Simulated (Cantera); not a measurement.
A closed system holds: 1 mol CO, 0.37 mol CO2, 2.7 mol H2, 0.86 mol H2O, held at 6.30 bar.

Equilibrium computed with Cantera from the NASA thermochemical tables; the gas is ideal and each condensed phase is pure. Candidate condensed phases: C, C6H6, C7H8, C8H18, H2O; 110 gas species. The numbers say what is thermodynamically allowed, not how fast it happens.

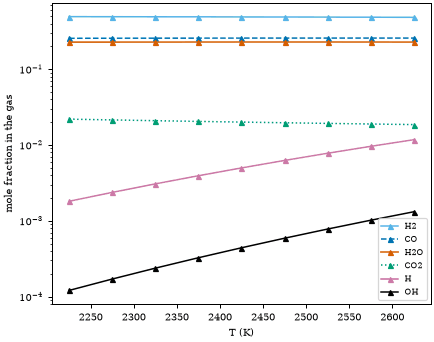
Fig. 1. Equilibrium gas composition (values under 1e-9 drawn at 1e-9)

Problem. Read off the mole fractions at 2375 K.

Solution. H2 about 0.49, CO about 0.26, H2O about 0.23, CO2 about 0.020, H about 0.0039, OH about 0.00033.
